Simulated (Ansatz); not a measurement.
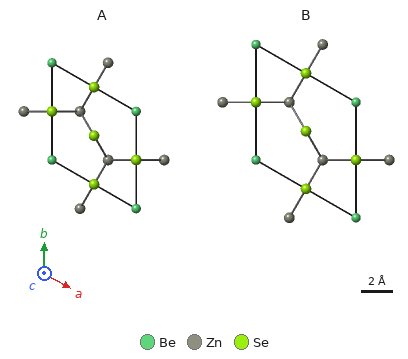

Two geometries of a crystal of BeZn2Se3 (a generated structure, set up in P6/mmm), drawn at one scale. One is the start of a relaxation, the other its converged end. A ball-and-stick model of the cell of the calculation, seen along the c axis.

Level of theory: DFT PBE, scalar-relativistic, plane waves, PAW (Ansatz). Set-up: plane-wave cutoff 420 eV; k-point mesh 6 × 6 × 10; occupations gaussian; smearing width 0.1 eV; no spin polarisation; cell and atoms relaxed; force threshold 0.01 eV/Å; at most 80 steps.

Q: Which of the two is the end point?

A: Structure B is the relaxed one. The atoms keep their places relative to the cell (all moves are under 0.005 Å). The drawn cell changes as follows: a = b 6.465 → 7.685 Å (+18.9 %), c 3.758 → 2.897 Å (−22.9 %); the volume changes by +8.9 %. Some distances before and after: Se–Se 3.758 → 2.897 Å, Se–Se 3.232 → 3.843 Å. Bond angles that change, for instance: Zn–Se–Zn 90.4° → 66.3°, Zn–Se–Zn 89.6° → 113.7°, Se–Zn–Se 90.4° → 66.3°. The space group stays P6/mmm (No. 191). Over 12 accepted moves (15 points after the start) the energy falls by 0.551 eV per cell of the calculation. All forces vanish by symmetry, so only the cell relaxes. Pressure: 0.10 GPa at the start and −0.03 GPa at the end. The line search rejected the trial step at point 8 of the run. The SCF was repeated twice at an unchanged geometry on a basis and grid sized afresh for the cell, which shifted the energy by 53.2 meV per cell of the calculation at most. Cost: 5.4 min on 1 thread of Intel(R) Xeon(R) Processor @ 2.70GHz, with other jobs on the host, peak memory 0.58 GiB.
